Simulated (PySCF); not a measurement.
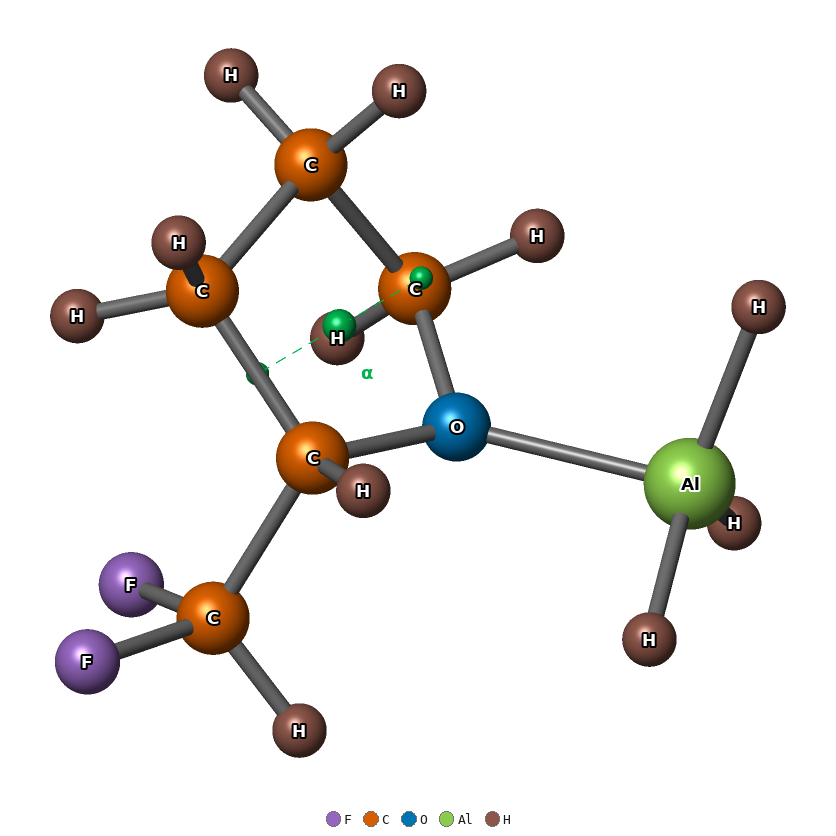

The small points mark where nucleus-independent chemical shifts (NICS) were computed: at the centre of each lettered ring and 1 Å above and below it. The computed structure is the end point of a GFN2-xTB optimisation. No frequency run is at hand to confirm it as a minimum. Level of theory: GIAO PBE0/pcSseg-1 NMR shielding, non-relativistic, gas phase (PySCF 2.14.0).

Give NICS(0), NICS(1) and the out-of-plane component NICS(1)zz for each ring (means of the two sides).

```json
{"ring": "α", "members": "C4O", "NICS(0)": "−8.7", "NICS(1)": "−4.0", "NICS(1)zz": "−6.5"}
```

Values in ppm.

Question: What do the values say about the ring currents?

Answer: Ring α: weak, as in a non-aromatic ring. NICS is one index among several.

The geometry is semi-empirical. Around Al such bond lengths and angles can be off by a tenth of an ångström or more and by several degrees, and values that hang on the shape move with them.
